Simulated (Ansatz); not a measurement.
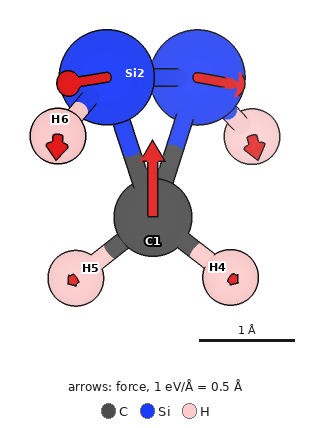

Starting geometry of CH₄Si₂ with the computed forces as red arrows. A ball-and-stick model, seen from a free direction.

These are results of RKS PBE0-D4/def2-TZVP (Ansatz), not measurements.

Input
```yaml
crystal:
  periodic: [false, false, false]
  atoms:
    - {symbol: C, position_ang: [-0.430340, 0.000880, -0.219190]}
    - {symbol: Si, position_ang: [0.527290, 0.932460, 1.150270]}
    - {symbol: Si, position_ang: [1.254500, -0.903480, -0.282650]}
    - {symbol: H, position_ang: [-1.291810, -0.587890, 0.096300]}
    - {symbol: H, position_ang: [-0.709130, 0.578630, -1.100480]}
    - {symbol: H, position_ang: [-0.454290, 1.955860, 1.715070]}
    - {symbol: H, position_ang: [1.103780, -1.976460, -1.359330]}
basis:
  gaussian: {orbitals: def2-TZVP}
hamiltonian: {xc: pbe0, dispersion: d4}
relax: {f_tol: 0.005, max_steps: 200}
```

Launched with:
```bash
ansatz run in.yaml --threads 2 --pin off --events-out ev --progress --plain --max-ram 4352MiB
```

**What follows when this structure is relaxed?**

It isn't relaxed: the largest force vector, on Si atoms, is 2.43 eV/Å. The final displacements have little in common with the starting forces (cosine between the two patterns 0.06). After 22 accepted moves (23 points after the start) the energy has fallen by 38.9 kcal/mol. Largest force component: 1.9 eV/Å at the start, 0.00046 eV/Å at the end. The line search rejected the trial step at point 21 of the run. The largest moves after the best rigid fit, 1.70 Å, are those of H6 and H7. By element the largest moves are H 1.70 Å, Si 0.86 Å, C 0.41 Å. Among the contacts that change: Si2–Si3 2.440 → 3.251 Å, C1–Si2 1.913 → 1.888 Å, C1–H4 1.090 → 1.106 Å. Bond angles that change, for instance: Si2–C1–Si3 79.2° → 118.9°, Si2–C1–H4 116.8° → 99.6°, C1–Si3–H7 105.6° → 94.6°. Groups turn about C1–Si2 by about 110°, C1–Si3 by about 110°. Cost: 40 s on 2 threads of Arm Neoverse V2 (shared host).
